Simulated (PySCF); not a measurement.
**Run report: C$_{4}$H$_{14}$AlNO, NMR shielding calculation**

- system: C$_{4}$H$_{14}$AlNO, SMILES C[N](C)[AlH2-][O+](C)C
- method: GIAO BHandHLYP/MINI NMR shielding, non-relativistic, gas phase (PySCF 2.14.0)

The run did not end well. The geometry comes from this level: GFN2-xTB.

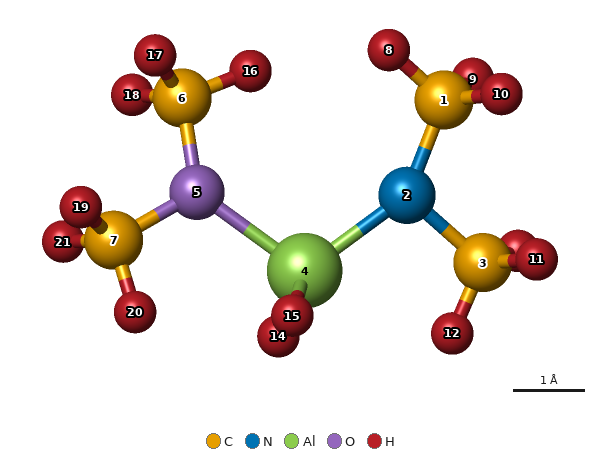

Figure 1. The input geometry (ball-and-stick view, seen at a tilt; atoms are numbered from 1 in the order of the input). Sticks mark near contacts. Bond lengths as drawn: Al–H 1.57 Å, Al–N 1.81 Å, Al–O 1.88 Å, C–H 1.09 to 1.10 Å, C–N 1.45 Å and C–O 1.41 Å.

Outcome:

| quantity | value |
| --- | --- |
| outcome | not converged |
| total energy | −529.287701 hartree |
| HOMO | −8.56 eV |
| LUMO | −0.39 eV |
| dipole moment | 6.64 D |
| hardware | 1 CPU thread, shared host |
| wall time | 0.95 s |
| peak memory | 0.98 GiB |

What went wrong:

Some settings of this run were drawn to be unusual or wrong. The run did not converge. At least one of its steps failed, so the values that rest on that step are not results.

Input:
```
{"job": {"kind": "nmr", "xc": "BHandHLYP", "basis": "MINI", "pop": true, "scf": {"max_cycle": 1}}, "charge": 0, "multiplicity": 1}
C      1.697206     1.436016     0.825480
N      1.434148     0.198248     0.122285
C      2.676503    -0.388216    -0.345923
Al     0.196175    -1.028080    -0.369184
O     -1.498944    -0.239552    -0.131306
C     -1.922215     1.088774     0.071581
C     -2.554539    -1.159578    -0.277247
H      0.782683     1.820301     1.276293
H      2.107305     2.201131     0.150698
H      2.427642     1.279180     1.629957
H      3.361631    -0.611282     0.481252
H      2.437212    -1.325470    -0.852952
H      3.200663     0.265943    -1.053519
H      0.086151    -1.331527    -1.906386
H      0.045601    -2.263628     0.586337
H     -1.022833     1.699339     0.094947
H     -2.464195     1.182986     1.017772
H     -2.565059     1.418825    -0.750028
H     -3.154712    -1.212469     0.635345
H     -2.086058    -2.124994    -0.464616
H     -3.193286    -0.889005    -1.122446
```

The first line tells a small driver script what to run in PySCF; the rest is the geometry in Å.

Run as:
```bash
OMP_NUM_THREADS=1 python <driver script> task.json out
```

Log:
```
final grid: 154136 points
cycle   1  E = -529.2877014807  dE =  1.073e+00  |g| = 4.911e-01  |ddm| = 6.181e+00
SCF not converged, last energy = -529.2877014807
```
